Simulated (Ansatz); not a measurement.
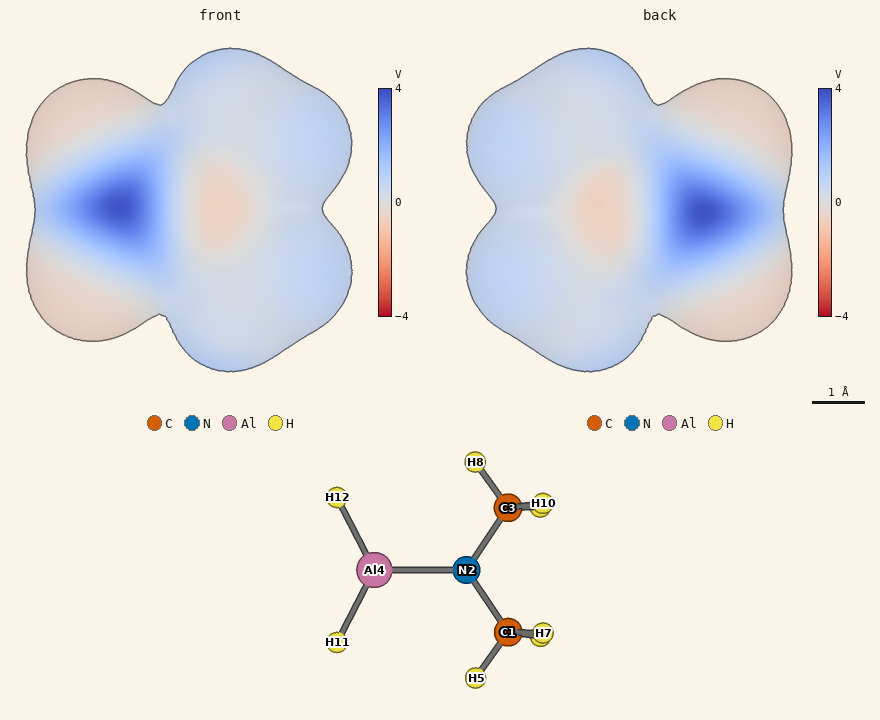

Figure. C2H8AlN (SMILES C[N](C)[AlH2]). The molecular electrostatic potential painted on the density surface at 0.004 e/bohr³, seen from the front and from behind; the colour scale runs from red (negative) to blue (positive). The bare structure is drawn below in the same view.

Computed with RKS B3LYP/6-31G* (Ansatz).

```xyz
12

C    -0.1122    1.3059   -0.5096
N    -0.0328   -0.0681   -0.0335
C     0.8031   -0.1960    1.1521
Al   -0.8660   -1.4440   -0.8168
H    -0.7485    1.3691   -1.3982
H    -0.5331    1.9749    0.2585
H     0.8826    1.6990   -0.7748
H     0.8408   -1.2381    1.4857
H     0.4172    0.4141    1.9849
H     1.8356    0.1358    0.9558
H    -1.7394   -1.1299   -2.1032
H    -0.6705   -2.8778   -0.1668
```

Where is the surface potential most negative and most positive?

The most negative region (about −0.6 V, or −14 kcal/mol for a unit charge) lies over N2, the most positive (about +3.6 V, or +83 kcal/mol for a unit charge) over Al4.
